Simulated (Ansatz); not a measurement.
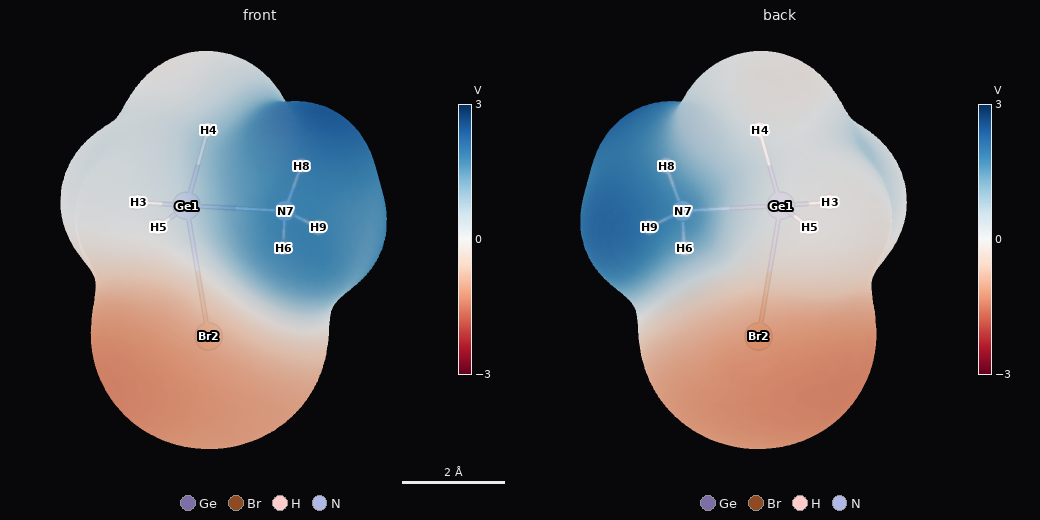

BrGeH6N. The molecular electrostatic potential painted on the density surface at 0.001 e/bohr³, seen from the front and from behind; red is negative and blue positive.

A transition-state structure; geometry: PBE0-D4/def2-TZVP.

The calculation used Ansatz, RKS PBE0-D4/def2-TZVPP.

Input file:

```
crystal:
  periodic: [false, false, false]
  atoms:
    - {symbol: Ge, position_ang: [-0.419023, 0.078973, -0.909143]}
    - {symbol: Br, position_ang: [2.155564, 0.585327, -0.852152]}
    - {symbol: H, position_ang: [-0.214420, -1.300536, -1.535941]}
    - {symbol: H, position_ang: [-1.881551, 0.061421, -0.323549]}
    - {symbol: H, position_ang: [-0.487729, 1.302475, -1.836960]}
    - {symbol: H, position_ang: [1.025919, -0.637468, 1.131748]}
    - {symbol: N, position_ang: [0.121888, -0.169841, 1.125544]}
    - {symbol: H, position_ang: [-0.575145, -0.669754, 1.670974]}
    - {symbol: H, position_ang: [0.274496, 0.749503, 1.529580]}
basis:
  gaussian: {orbitals: def2-TZVPP}
hamiltonian: {xc: pbe0, dispersion: d4}
output: {orbitals: {seedname: orbitals}}
```

Command:

```sh
ansatz run in.yaml --threads 4 --pin off --events-out ev --progress --plain --max-ram 9574MiB
```

Question: Which sites attract a positive test charge, and which a negative one?

Answer: A positive charge is drawn to the negative regions and a negative charge to the positive ones. The most negative region (about −1.4 V) lies over Br2, the most positive (about +2.4 V) over H8.
